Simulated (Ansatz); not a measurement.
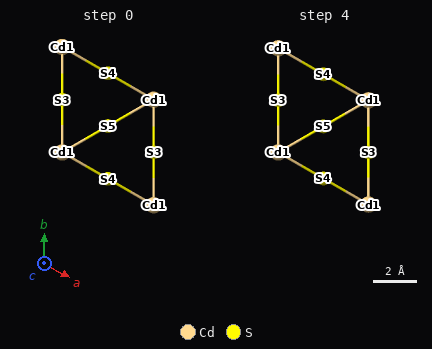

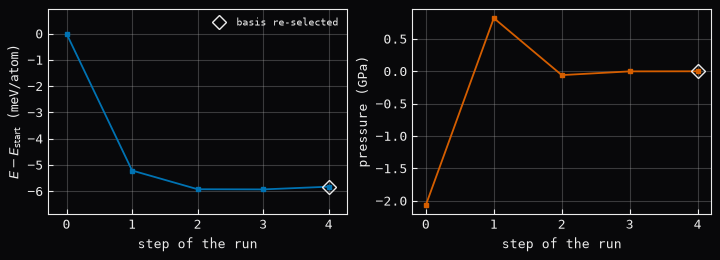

First and last geometry of a relaxation of solid CdS4 (a generated structure, set up in Im-3m), with the history of the run. The picture is a ball-and-stick view of the cell of the calculation, seen along the c axis.

Theory: DFT PBE, scalar-relativistic, plane waves, PAW in Ansatz 0.2.0.

The input:
```yaml
crystal:
  lattice:
    - [-3.07065474, 3.07065474, 3.07065474]
    - [3.07065474, -3.07065474, 3.07065474]
    - [3.07065474, 3.07065474, -3.07065474]
  atoms:
    - { symbol: Cd, position: [0.0, 0.0, 0.0] }
    - { symbol: S, position: [0.0, 0.0, 0.5] }
    - { symbol: S, position: [0.0, 0.5, 0.0] }
    - { symbol: S, position: [0.5, 0.0, 0.0] }
    - { symbol: S, position: [0.5, 0.5, 0.5] }
basis:
  ecutwfc: 420
kpoints:
  mp_grid: { grid: [10, 10, 10] }
hamiltonian:
  xc: pbe
scf:
  occupations: { method: gaussian, width: 0.1 }
output:
  forces: true
  stress: true
  eigenvalues: true
  write_density: true
  write_potential: true
  elf: true
  volumetric_format: npy
relax:
  adjacent_minimum: "off"
  f_tol: 0.01
  max_steps: 80
  cell: { stress_tol: 0.05 }
```

Run as
```bash
ansatz run input.yaml --threads 1 --pin off --max-ram 2560MiB --backend cpu --events-out ev --progress --plain --runs-dir out
```

**What do the curves and the structures tell?**

It converged. The atoms keep their places relative to the cell (all moves are under 0.005 Å). The volume changes by −3.8 %, with a = b = c 5.319 → 5.251 Å (−1.3 %). Near-neighbour distances that change, for instance: Cd1–S2 2.659 → 2.625 Å. The space group stays Im-3m (No. 229). Over 3 accepted moves (4 points after the start) the energy falls by 5.8 meV per atom. All forces vanish by symmetry, so only the cell relaxes. Pressure: −2.06 GPa at the start and 0.00 GPa at the end. The SCF was repeated once at an unchanged geometry on a basis and grid sized afresh for the cell, which shifted the energy by 0.1 meV per atom at most.

```tsv
step	E − E(0), meV/atom	pressure, GPa	volume, Å³/atom	note
0	0.00	-2.06	23.162	
1	-5.21	0.82	21.992	
2	-5.93	-0.06	22.313	
3	-5.93	0.00	22.291	
4	-5.83	0.00	22.291	same geometry, new basis
```
